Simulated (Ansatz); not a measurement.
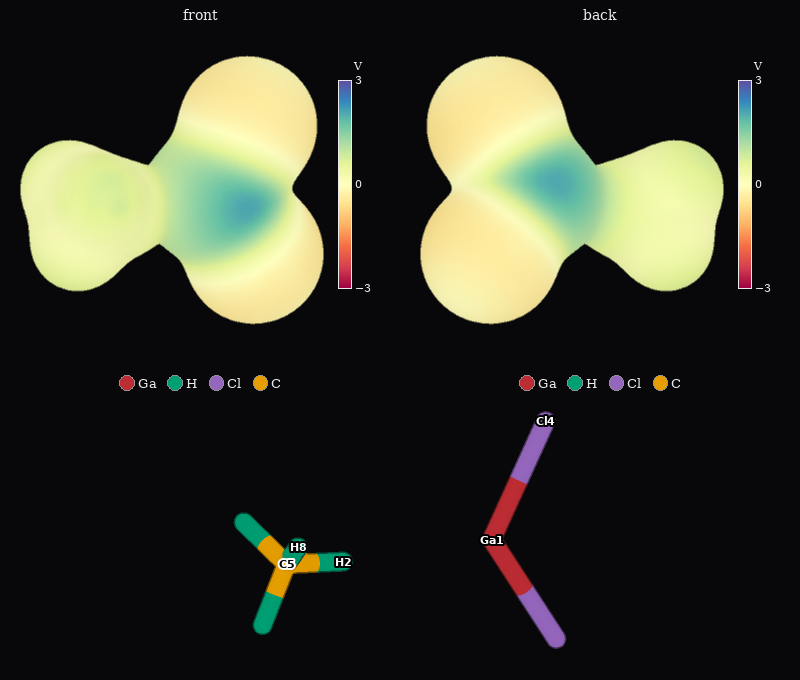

Figure 1: Cl2Ga···CH4 (doublet). The electrostatic potential painted on the density surface at 0.002 e/bohr³, seen from the front and from behind; red is negative and blue positive. The bare structure is drawn below in the same view.

Theory: UKS PBE-D4/def2-SVP in Ansatz.

| atom | x (Å) | y (Å) | z (Å) |
| --- | --- | --- | --- |
| Ga | 0.0343 | -0.0342 | -0.4998 |
| H | 0.0905 | -0.0420 | 2.3625 |
| Cl | 1.8773 | 0.0305 | -1.6911 |
| Cl | -1.9088 | 0.0284 | -1.5198 |
| C | -0.0006 | -0.0048 | 3.4686 |
| H | -0.5959 | -0.8705 | 3.8133 |
| H | 1.0096 | -0.0423 | 3.9174 |
| H | -0.5063 | 0.9346 | 3.7603 |

Q: Where is the surface potential most negative and most positive?

A: The most negative region (about −0.5 V) lies over Cl3 and Cl4, the most positive (about +2.0 V) over Ga1.
